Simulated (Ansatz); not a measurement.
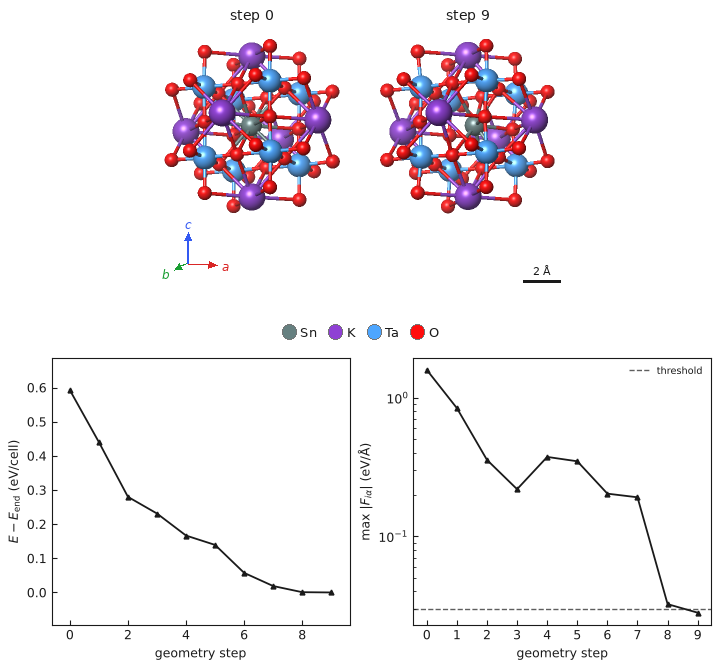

First and last geometry of a relaxation of a defect cell of composition Sn2K6Ta8O24, with the history of the run. A ball-and-stick model of the atoms within 5.0 Å of the atom that moves most (axes of the larger cell on standard axes (2 times the calculation's cell) (origin shifted)), seen from a free direction.

Computed with DFT, PBEsol, PAW, plane waves in Ansatz 0.2.0.

Input
```yaml
crystal:
  lattice:
    - [7.970878, 0.000000, 0.000000]
    - [0.000000, 7.970878, 0.000000]
    - [0.000000, 0.000000, 7.970878]
  atoms:
    - { symbol: Sn, position: [0.996214, 0.997672, 0.999871], spin: 1 }
    - { symbol: Sn, position: [0.502060, 0.501428, 0.493698], spin: 1 }
    - { symbol: K, position: [0.000724, 0.001694, 0.496423] }
    - { symbol: K, position: [0.004591, 0.497631, 0.001588] }
    - { symbol: K, position: [0.998338, 0.499221, 0.494036] }
    - { symbol: K, position: [0.498144, 0.002470, 0.997550] }
    - { symbol: K, position: [0.502960, 0.996872, 0.503447] }
    - { symbol: K, position: [0.504475, 0.498299, 0.998208] }
    - { symbol: Ta, position: [0.247932, 0.250909, 0.250264] }
    - { symbol: Ta, position: [0.252343, 0.245960, 0.747633] }
    - { symbol: Ta, position: [0.255182, 0.752353, 0.251731] }
    - { symbol: Ta, position: [0.251556, 0.753096, 0.751652] }
    - { symbol: Ta, position: [0.748423, 0.249559, 0.252780] }
    - { symbol: Ta, position: [0.750618, 0.249550, 0.755001] }
    - { symbol: Ta, position: [0.752373, 0.748631, 0.247544] }
    - { symbol: Ta, position: [0.749022, 0.748700, 0.746852] }
    - { symbol: O, position: [0.250158, 0.251340, 0.999743] }
    - { symbol: O, position: [0.253686, 0.249565, 0.500554] }
    - { symbol: O, position: [0.253153, 0.747135, 0.001543] }
    - { symbol: O, position: [0.251239, 0.747982, 0.495747] }
    - { symbol: O, position: [0.750618, 0.251740, 0.000841] }
    - { symbol: O, position: [0.746991, 0.248139, 0.497992] }
    - { symbol: O, position: [0.747978, 0.750355, 0.999907] }
    - { symbol: O, position: [0.755044, 0.749453, 0.502057] }
    - { symbol: O, position: [0.998359, 0.251678, 0.247300] }
    - { symbol: O, position: [0.999254, 0.253277, 0.752604] }
    - { symbol: O, position: [0.996407, 0.751151, 0.252831] }
    - { symbol: O, position: [0.999718, 0.747410, 0.747504] }
    - { symbol: O, position: [0.503307, 0.251541, 0.250240] }
    - { symbol: O, position: [0.500648, 0.251643, 0.751739] }
    - { symbol: O, position: [0.498556, 0.750481, 0.253618] }
    - { symbol: O, position: [0.497224, 0.748047, 0.750785] }
    - { symbol: O, position: [0.251185, 0.997347, 0.246062] }
    - { symbol: O, position: [0.249903, 0.001789, 0.747475] }
    - { symbol: O, position: [0.256099, 0.499967, 0.252890] }
    - { symbol: O, position: [0.255491, 0.503454, 0.749904] }
    - { symbol: O, position: [0.748377, 0.998218, 0.250703] }
    - { symbol: O, position: [0.748729, 0.998900, 0.746637] }
    - { symbol: O, position: [0.748816, 0.501596, 0.248738] }
    - { symbol: O, position: [0.753336, 0.501697, 0.753247] }
  symmetry: { detect: false }
kpoints:
  mp_grid: { grid: [1, 1, 1], shift: [0.25, 0.25, 0.25] }
hamiltonian:
  xc: pbesol
magnetization:
  spin_polarized: true
scf:
  occupations: { method: fermi_dirac, width: 0.01 }
relax:
  f_tol: 0.03
  max_steps: 80
  escape_saddle: false
  adjacent_minimum: "off"
output:
  forces: true
  eigenvalues: true
  populations: true
```

Launched with:
```bash
ansatz run in.yaml --threads 8 --pin off --max-ram 118750MiB --runs-dir r --events-out ev --progress --plain --backend cuda --devices 0, --max-vram 170GiB
```

### Read the history and describe the run.

It converged. Sn2 moves most: 0.46 Å roughly along [1 −1 0]. By element the largest moves are Sn 0.46 Å, O 0.17 Å, Ta 0.09 Å, K 0.05 Å. The cell stays as it was. Among the contacts that change: Sn2–O36 2.834 → 2.391 Å, Sn2–O18 2.820 → 2.383 Å, Sn2–O20 2.803 → 2.393 Å, Sn2–O39 2.771 → 3.173 Å. Bond angles that change, for instance: O21–Ta14–O38 92.4° → 84.0°, O21–Ta13–O22 179.8° → 171.9°, O21–Ta14–O22 179.2° → 172.0°. After 9 geometry steps the energy has fallen by 0.592 eV per cell of the calculation. The largest force component goes from 1.6 to 0.028 eV/Å. Cost: 12 s on 1 × NVIDIA GB200 with 8 threads of Arm Neoverse-V2, peak memory 1.7 GiB.

```csv
step,"E − E(0), meV/atom","largest force component, eV/Å"
0,0.00,1.5879
1,-3.81,0.8414
2,-7.81,0.3558
3,-9.03,0.2187
4,-10.64,0.3739
5,-11.33,0.3478
6,-13.37,0.2031
7,-14.34,0.1912
8,-14.79,0.0324
9,-14.81,0.0281
```

Limits of the set-up: the periodic images lie only 8.0 Å apart, so the values are limited by the cell's size.
